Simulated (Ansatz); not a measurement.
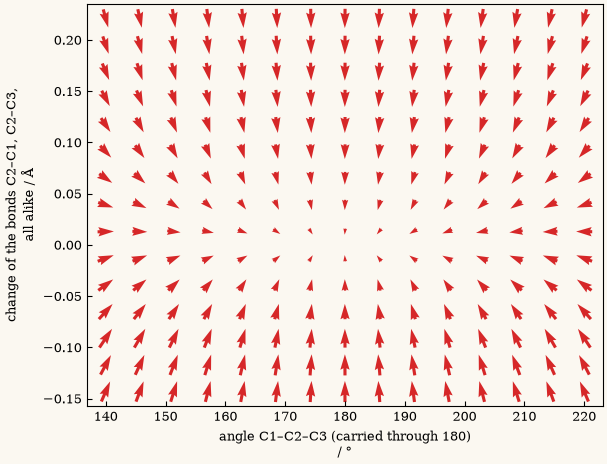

C3H3ClSe, SMILES C=C=C(Cl)[SeH]. Coordinates scanned: (1) angle C1–C2–C3 (carried through 180); (2) change of the bonds C2–C1, C2–C3, all alike. Nothing is relaxed (all other coordinates rigid). Grid: 15 × 15 points. Points are written as (first, second). The calculation used Ansatz, RHF/def2-SVP.

In the figure: arrows along the force (downhill), their lengths compressed.

Question: The arrows alone are given. Where is the energy lowest?

Answer: The arrows converge at about (179°, 0.000 Å) (read from the interpolated surface).

The energy map of the same scan:

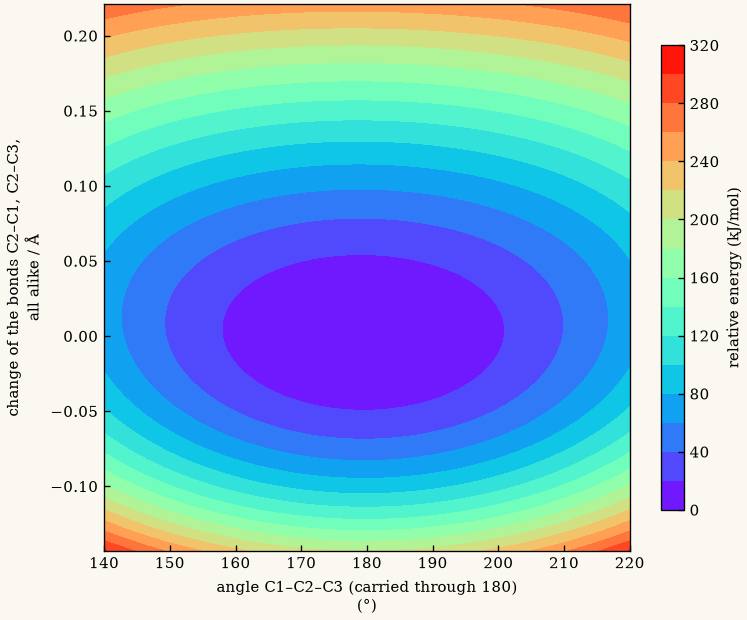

Energies are in kJ/mol, from the relaxed molecule at the same level; between grid points the surface is interpolated.
